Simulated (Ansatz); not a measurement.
# ZrI4 (SMILES [I][Zr]([I])([I])[I]): a chain of runs

Wanted: a geometry optimisation (singlet ZrI4, HF/LANL2DZ), then the harmonic vibrations (singlet ZrI4, HF/LANL2DZ), then a single-point energy (singlet ZrI4, B97M-V/def2-SV(P)), then a single-point energy (doublet [ZrI4]+, UB97M-V/def2-SV(P)), then a structure relaxation (doublet [ZrI4]+, UHF/LANL2DZ) of I4Zr. 

The calculation is run with Ansatz 0.2.0.

4 further runs of the same task are left out: 4 for a known fault of the program.

## 1. The system as given

ZrI4 has 5 atoms, charge 0, and is taken as a singlet. SMILES: `[I][Zr]([I])([I])[I]`. All atoms were displaced at random from a relaxed shape. The run starts from this shape.

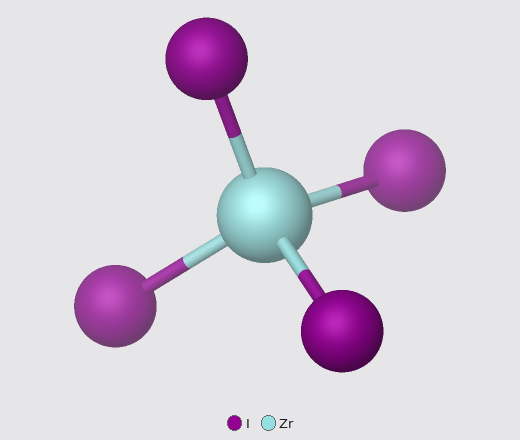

The structure, seen from a chosen angle (iodine purple, zirconium light teal).

## 2. A geometry optimisation at HF/LANL2DZ (core potential) (run 1)

The input, job.yaml:

```yaml
crystal:
  periodic: [false, false, false]
  atoms:
    - {symbol: I, position_ang: [-1.530600, -0.606599, 2.208329]}
    - {symbol: Zr, position_ang: [-0.006704, 0.014155, -0.024110]}
    - {symbol: I, position_ang: [2.428193, -1.336845, 0.044838]}
    - {symbol: I, position_ang: [-1.158907, -0.650676, -2.289379]}
    - {symbol: I, position_ang: [0.501161, 2.576005, -0.115057]}
basis:
  gaussian: {orbitals: LANL2DZ.json}
hamiltonian: {xc: hf}
relax: {}
```

The basis set LANL2DZ is read from a file made from the Basis Set Exchange's data (not shown).

Started as:

```
$ ansatz run job.yaml --threads 1 --pin off --max-ram 2610MiB --events-out events.jsonl --progress --plain --runs-dir runs
```

Log (excerpt; [...] marks lines left out):

```text
Warning: RAYON_NUM_THREADS=1 ignored (pool sized by the plan → 1); use --threads N
[...]
Functional definition: HF
  name "HF"
[...]
865 factors; integrals over basis functions are off by at most 2.7e-5 eV
[...]
mean field -2473.99638315 eV, -90.9176901456 hartree, gradient 2.5e-5 eV, S^2 0.000000; 0 other end points of the search recorded, 0 dependent functions left out
[...]
reference -2473.99638315 eV, -90.9176901456 hartree; 20, 20 occupied and 34, 34 virtual orbitals, 865 factors
relax step   1: F+E_penalty+E_count = -2473.99638315 eV  Δ(F+E_penalty+E_count) = +0.000e0 eV  max|allowed force component| = 1.573e0 eV/Å  Δτ_max = 0.0000 Å  (30 SCF iters, accepted)
[...]
relax step   3: F+E_penalty+E_count = -2474.19080610 eV  Δ(F+E_penalty+E_count) = -6.992e-2 eV  max|allowed force component| = 3.458e-2 eV/Å  Δτ_max = 0.0659 Å  (28 SCF iters, accepted)
[...]
relax step   4: F+E_penalty+E_count = -2474.19101858 eV  Δ(F+E_penalty+E_count) = -2.125e-4 eV  max|allowed force component| = 1.572e-3 eV/Å  Δτ_max = 0.0043 Å  (27 SCF iters, accepted)
865 factors; integrals over basis functions are off by at most 3.0e-5 eV
mean field -2474.19101858 eV, -90.9248428659 hartree, gradient 1.1e-5 eV, S^2 0.000000; 1 other end points of the search recorded, 0 dependent functions left out
[...]
reference -2474.19101858 eV, -90.9248428659 hartree; 20, 20 occupied and 34, 34 virtual orbitals, 865 factors
Total energy: -2474.19101858 eV, -90.9248428659 hartree
Atom 0 at    -1.500435    -0.627822     2.146366 Å, force    -0.000569    -0.000528     0.001127 eV/Å
Atom 1 at     0.046730    -0.000834    -0.035016 Å, force     0.000035    -0.000170     0.000154 eV/Å
Atom 2 at     2.431094    -1.356757     0.112595 Å, force     0.000933    -0.000484     0.000298 eV/Å
Atom 3 at    -1.275249    -0.721327    -2.332459 Å, force    -0.000854    -0.000390    -0.001461 eV/Å
Atom 4 at     0.531002     2.702781    -0.066865 Å, force     0.000456     0.001572    -0.000118 eV/Å
Dipole moment:     0.000030     0.000008     0.000006 e Å
```

Wall time 8.4 s (1 thread of Arm Neoverse N1, shared host); peak memory 0.11 GiB.

The path in brief:

```tsv
step	energy from the first frame kept (eV)	largest force (eV/Å)
1	0.0000	1.9284
2	-0.1245	0.7875
3	-0.1944	0.0356
4	-0.1946	0.0017
```

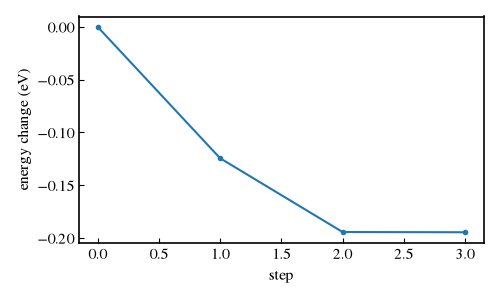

Energy along the run.

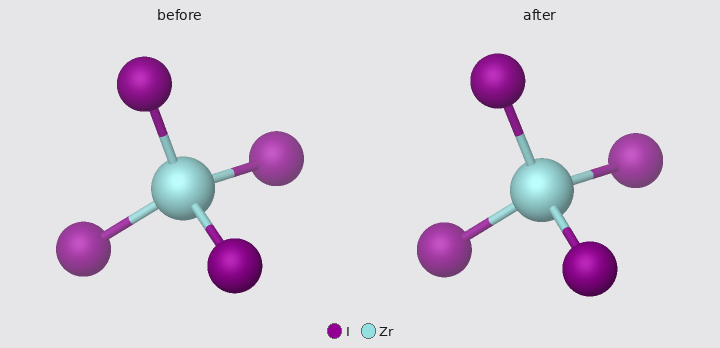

Before and after, at one scale.

After the run. Bond lengths: I1–Zr2 2.747 Å, Zr2–I3 2.747 Å, Zr2–I4 2.747 Å, Zr2–I5 2.747 Å. Angles: I1–Zr2–I3 109.5°, I1–Zr2–I4 109.5°, I1–Zr2–I5 109.5°, I3–Zr2–I4 109.5°, I3–Zr2–I5 109.5°, I4–Zr2–I5 109.5°.

## 3. Vibrational wavenumbers at HF/LANL2DZ (core potential) (run 2)

The input, input.yaml:

```yaml
crystal:
  periodic: [false, false, false]
  atoms:
    - {symbol: I, position_ang: [-1.500435, -0.627822, 2.146366]}
    - {symbol: Zr, position_ang: [0.046730, -0.000834, -0.035016]}
    - {symbol: I, position_ang: [2.431094, -1.356757, 0.112595]}
    - {symbol: I, position_ang: [-1.275249, -0.721327, -2.332459]}
    - {symbol: I, position_ang: [0.531002, 2.702781, -0.066865]}
basis:
  gaussian:
    orbitals: LANL2DZ.json
hamiltonian:
  xc: hf
phonons:
  temperatures: {t_min: 100, t_max: 600, t_step: 100}
```

The basis set LANL2DZ is read from a file made from the Basis Set Exchange's data (not shown).

Started as:

```
$ ansatz run input.yaml --threads 1 --pin off --max-ram 2610MiB --events-out events.jsonl --progress --plain --runs-dir runs
```

Log (excerpt; [...] marks lines left out):

```text
Warning: RAYON_NUM_THREADS=1 ignored (pool sized by the plan → 1); use --threads N
[... 2 set-up lines as earlier in the session ...]
[...]
867 factors; integrals over basis functions are off by at most 2.5e-5 eV
[...]
mean field -2474.19104401 eV, -90.9248438003 hartree, gradient 1.9e-5 eV, S^2 0.000000; 0 other end points of the search recorded, 0 dependent functions left out
[...]
reference -2474.19104401 eV, -90.9248438003 hartree; 20, 20 occupied and 34, 34 virtual orbitals, 867 factors
[...]
867 factors; integrals over basis functions are off by at most 2.5e-5 eV
[...]
mean field -2474.19103251 eV, -90.9248433779 hartree, gradient 1.8e-6 eV, S^2 0.000000; 0 other end points of the search recorded, 0 dependent functions left out
[...]
reference -2474.19103251 eV, -90.9248433779 hartree; 20, 20 occupied and 34, 34 virtual orbitals, 867 factors
[...]
867 factors; integrals over basis functions are off by at most 2.5e-5 eV
[...]
867 factors; integrals over basis functions are off by at most 2.5e-5 eV
mean field -2474.19104290 eV, -90.9248437597 hartree, gradient 1.5e-6 eV, S^2 0.000000; 0 other end points of the search recorded, 0 dependent functions left out
[...]
reference -2474.19104290 eV, -90.9248437597 hartree; 20, 20 occupied and 34, 34 virtual orbitals, 867 factors
Total energy: -2474.19104401 eV, -90.9248438003 hartree
Atom 0 at    -1.500435    -0.627822     2.146366 Å, force    -0.000573    -0.000529     0.001131 eV/Å
Atom 1 at     0.046730    -0.000834    -0.035016 Å, force     0.000087    -0.000199     0.000146 eV/Å
Atom 2 at     2.431094    -1.356757     0.112595 Å, force     0.000886    -0.000458     0.000298 eV/Å
Atom 3 at    -1.275249    -0.721327    -2.332459 Å, force    -0.000855    -0.000389    -0.001458 eV/Å
Atom 4 at     0.531002     2.702781    -0.066865 Å, force     0.000454     0.001575    -0.000117 eV/Å
Dipole moment:     0.000031     0.000009     0.000006 e Å
Vibrations: 42.70 42.71 52.48 52.49 52.50 150.97 242.49 242.50 242.51 cm⁻¹, zero-point energy 0.069515 eV
```

Wall time 41 s (1 thread of Arm Neoverse N1, shared host); peak memory 0.1 GiB.

## 4. The energy at B97M-V/def2-SV(P) (core potential) (run 3)

The input, run.yaml:

```yaml
crystal:
  periodic: [false, false, false]
  atoms:
    - {symbol: I, position_ang: [-1.500435, -0.627822, 2.146366]}
    - {symbol: Zr, position_ang: [0.046730, -0.000834, -0.035016]}
    - {symbol: I, position_ang: [2.431094, -1.356757, 0.112595]}
    - {symbol: I, position_ang: [-1.275249, -0.721327, -2.332459]}
    - {symbol: I, position_ang: [0.531002, 2.702781, -0.066865]}
basis:
  gaussian: {orbitals: def2-SV_P_.json}
hamiltonian: {xc: {name: B97M-V}}
output: {orbitals: {seedname: orbitals}}
```

The basis set def2-SV(P) is read from a file made from the Basis Set Exchange's data (not shown).

Started as:

```
$ ansatz run run.yaml --threads 1 --pin off --max-ram 2610MiB --events-out events.jsonl --progress --plain --runs-dir runs
```

Log (excerpt; [...] marks lines left out):

```text
Warning: RAYON_NUM_THREADS=1 ignored (pool sized by the plan → 1); use --threads N
Functional definition: B97M-V
  name "B97M-V"
[...]
  gx(w, u) = cx00 + cx01*u + cx02*u^2 + (cx10 + cx11*u)*w
  gss(w, u) = css00 + css02*u^2 + css10*w + (css32*w^3 + css42*w^4)*u^2
  gos(w, u) = cos00 + cos01*u + cos03*u^3 + cos10*w + cos32*w^3*u^2
[...]
      + integral(e_c_pw_mod_opposite_spin*gos(b97_w_opposite, b97_u_opposite)) + vv10(b, c)
1529 factors; their error is unknown
[...]
mean field -33689.70883624 eV, -1238.0739640270 hartree, gradient 9.6e-6 eV, S^2 0.000000; 0 other end points of the search recorded, 0 dependent functions left out
reference -33689.70891433 eV, -1238.0739668967 hartree; 56, 56 occupied and 72, 72 virtual orbitals, 1529 factors
Total energy: -33689.70891433 eV, -1238.0739668967 hartree
```

Run time: 75 s. Hardware: 1 thread of Arm Neoverse N1, shared host; peak memory 0.35 GiB.

## 5. The doublet cation: a single-point energy at UB97M-V/def2-SV(P) (core potential) (run 4)

The input, molecule.yaml:

```yaml
crystal:
  periodic: [false, false, false]
  atoms:
    - symbol: I
      position_ang: [-1.500435, -0.627822, 2.146366]
    - symbol: Zr
      position_ang: [0.046730, -0.000834, -0.035016]
    - symbol: I
      position_ang: [2.431094, -1.356757, 0.112595]
    - symbol: I
      position_ang: [-1.275249, -0.721327, -2.332459]
    - symbol: I
      position_ang: [0.531002, 2.702781, -0.066865]
basis:
  gaussian:
    orbitals: def2-SV_P_.json
total_charge: 1
magnetization:
  spin_polarized: true
  initial_magnetization: 1
hamiltonian:
  xc: {name: B97M-V}
```

The basis set def2-SV(P) is read from a file made from the Basis Set Exchange's data (not shown).

Started as:

```
$ ansatz run molecule.yaml --threads 1 --pin off --max-ram 2610MiB --events-out events.jsonl --progress --plain --runs-dir runs
```

Log (excerpt; [...] marks lines left out):

```text
Warning: RAYON_NUM_THREADS=1 ignored (pool sized by the plan → 1); use --threads N
[... 2 set-up lines as earlier in the session ...]
[...]
  gx(w, u) = cx00 + cx01*u + cx02*u^2 + (cx10 + cx11*u)*w
  gss(w, u) = css00 + css02*u^2 + css10*w + (css32*w^3 + css42*w^4)*u^2
  gos(w, u) = cos00 + cos01*u + cos03*u^3 + cos10*w + cos32*w^3*u^2
[...]
      + integral(e_c_pw_mod_opposite_spin*gos(b97_w_opposite, b97_u_opposite)) + vv10(b, c)
1529 factors; their error is unknown
[...]
mean field -33680.62275625 eV, -1237.7400567460 hartree, gradient 6.9e-6 eV, S^2 0.762849; 20 other end points of the search recorded, 0 dependent functions left out
reference -33680.62283021 eV, -1237.7400594642 hartree; 56, 55 occupied and 72, 73 virtual orbitals, 1529 factors
Total energy: -33680.62283021 eV, -1237.7400594642 hartree
```

Run time: 17 min. Hardware: 1 thread of Arm Neoverse N1, shared host; peak memory 0.8 GiB.

## 6. The doublet cation: a geometry optimisation at UHF/LANL2DZ (core potential) (run 5)

The input, job.yaml:

```yaml
crystal:
  periodic: [false, false, false]
  atoms:
    - {symbol: I, position_ang: [-1.500435, -0.627822, 2.146366]}
    - {symbol: Zr, position_ang: [0.046730, -0.000834, -0.035016]}
    - {symbol: I, position_ang: [2.431094, -1.356757, 0.112595]}
    - {symbol: I, position_ang: [-1.275249, -0.721327, -2.332459]}
    - {symbol: I, position_ang: [0.531002, 2.702781, -0.066865]}
basis:
  gaussian:
    orbitals: LANL2DZ.json
total_charge: 1
magnetization:
  spin_polarized: true
  initial_magnetization: 1
hamiltonian:
  xc: hf
relax: {}
```

The basis set LANL2DZ is read from a file made from the Basis Set Exchange's data (not shown).

Started as:

```
$ ansatz run job.yaml --threads 1 --pin off --max-ram 2610MiB --events-out events.jsonl --progress --plain --runs-dir runs
```

Log (excerpt; [...] marks lines left out):

```text
Warning: RAYON_NUM_THREADS=1 ignored (pool sized by the plan → 1); use --threads N
[...]
[... 2 set-up lines as earlier in the session ...]
[...]
867 factors; integrals over basis functions are off by at most 2.5e-5 eV
[...]
mean field -2464.60268263 eV, -90.5724780190 hartree, gradient 5.0e-6 eV, S^2 1.045861; 3 other end points of the search recorded, 0 dependent functions left out
[...]
reference -2464.60268263 eV, -90.5724780190 hartree; 20, 19 occupied and 34, 35 virtual orbitals, 867 factors
relax step   1: F+E_penalty+E_count = -2464.60268263 eV  Δ(F+E_penalty+E_count) = +0.000e0 eV  max|allowed force component| = 1.277e0 eV/Å  Δτ_max = 0.0000 Å  (1011 SCF iters, accepted)
[...]
relax step   5: F+E_penalty+E_count = -2464.75445928 eV  Δ(F+E_penalty+E_count) = +9.300e-2 eV  max|allowed force component| = 9.741e-1 eV/Å  Δτ_max = 0.2000 Å  (54 SCF iters, rejected (line search))
[...]
867 factors; integrals over basis functions are off by at most 2.5e-5 eV
[...]
mean field -2465.00637137 eV, -90.5873133066 hartree, gradient 8.5e-6 eV, S^2 0.757735; 7 other end points of the search recorded, 0 dependent functions left out
[...]
reference -2465.00637137 eV, -90.5873133066 hartree; 20, 19 occupied and 34, 35 virtual orbitals, 867 factors
Total energy: -2465.00637137 eV, -90.5873133066 hartree
Atom 0 at    -1.601383    -0.514512     2.329174 Å, force    -0.000378    -0.000501     0.000443 eV/Å
Atom 1 at     0.164756    -0.005278    -0.215275 Å, force    -0.001805    -0.002544     0.002074 eV/Å
Atom 2 at     2.451405    -1.388022     0.066146 Å, force     0.003629    -0.002456     0.000511 eV/Å
Atom 3 at    -1.248075    -0.753834    -2.374792 Å, force    -0.002362    -0.001430    -0.003443 eV/Å
Atom 4 at     0.466439     2.657686     0.019367 Å, force     0.000915     0.006931     0.000414 eV/Å
Dipole moment:    -0.495739    -0.193755     0.701001 e Å
```

Run time: 72 s. Hardware: 1 thread of Arm Neoverse N1, shared host; peak memory 0.14 GiB.

Steps, from the record of the run:

```tsv
step	energy from the first frame kept (eV)	largest force (eV/Å)
1	0.0000	1.8839
2	-0.1857	0.3321
3	-0.2356	0.2729
4	-0.2448	0.1519
5	-0.1518	1.4291
6	-0.2562	0.0445
7	-0.2539	0.2417
8	-0.2568	0.0315
9	-0.2570	0.0720
10	-0.2588	0.2070
11	-0.3061	0.5282
12	-0.3394	0.5276
13	-0.3868	0.5152
14	-0.4014	0.2382
15	-0.3951	0.2574
16	-0.4035	0.0425
17	-0.4037	0.0070
```

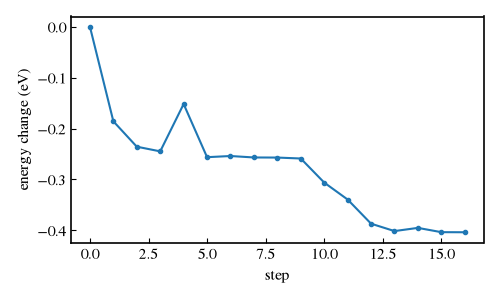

Energy along the run.

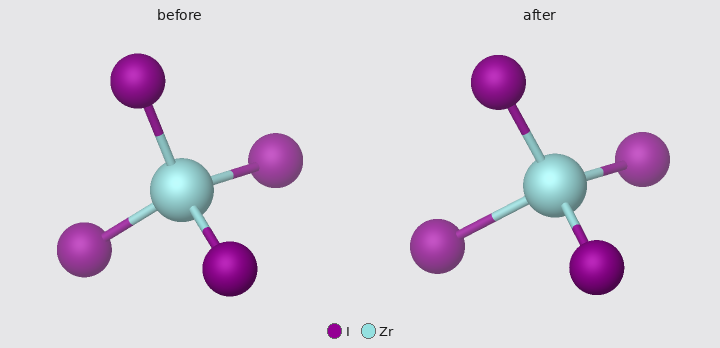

Before and after, at one scale.

After the run. Bond lengths: I1–Zr2 3.139 Å, Zr2–I3 2.687 Å, Zr2–I4 2.687 Å, Zr2–I5 2.690 Å. Angles: I1–Zr2–I3 108.1°, I1–Zr2–I4 108.1°, I1–Zr2–I5 98.8°, I3–Zr2–I4 112.8°, I3–Zr2–I5 113.9°, I4–Zr2–I5 113.9°.

## 7. Results

```
                                                                           quantity           value
                                         run 1, HF/LANL2DZ: total energy at the end    -90.92484 Eh
                                                   run 1, HF/LANL2DZ: dipole moment          0.00 D
                                        run 2, HF/LANL2DZ: largest force on an atom      0.002 eV/Å
                                      run 2, HF/LANL2DZ: lowest harmonic wavenumber         43 cm⁻¹
                                     run 2, HF/LANL2DZ: highest harmonic wavenumber        243 cm⁻¹
                                               run 2, HF/LANL2DZ: zero-point energy      6.7 kJ/mol
                                             run 3, B97M-V/def2-SV(P): total energy  -1238.07397 Eh
                                              run 3, B97M-V/def2-SV(P): HOMO energy        -7.10 eV
                                              run 3, B97M-V/def2-SV(P): LUMO energy        -3.83 eV
                                            run 3, B97M-V/def2-SV(P): HOMO–LUMO gap         3.27 eV
                                                doublet cation, run 4: total energy  -1237.74006 Eh
                                                        doublet cation, run 4: ⟨S²⟩           0.763
                                     doublet cation, run 5: total energy at the end    -90.58731 Eh
                                                        doublet cation, run 5: ⟨S²⟩           0.758
              vertical ionisation energy (to the doublet cation), B97M-V/def2-SV(P)        9.086 eV
adiabatic ionisation energy (to the doublet cation, no zero-point term), HF/LANL2DZ        9.185 eV
```

**Reading.** At B97M-V/def2-SV(P): removing an electron at fixed nuclei costs 9.09 eV (210 kcal/mol). The negative HOMO energy of the first species, 7.10 eV, lies 1.99 eV below that difference. At HF/LANL2DZ: the adiabatic ionisation energy (to the doublet cation, no zero-point term) is 9.18 eV (886 kJ/mol). The optimisation (run 1, HF/LANL2DZ) took 3 steps and changed the energy by -0.195 eV. Mulliken charges (run 1, HF/LANL2DZ) run from -0.03 on I3 to +0.11 on Zr2; they depend strongly on the basis. All 9 modes (run 2, HF/LANL2DZ) are real, so the shape is a minimum at this level.
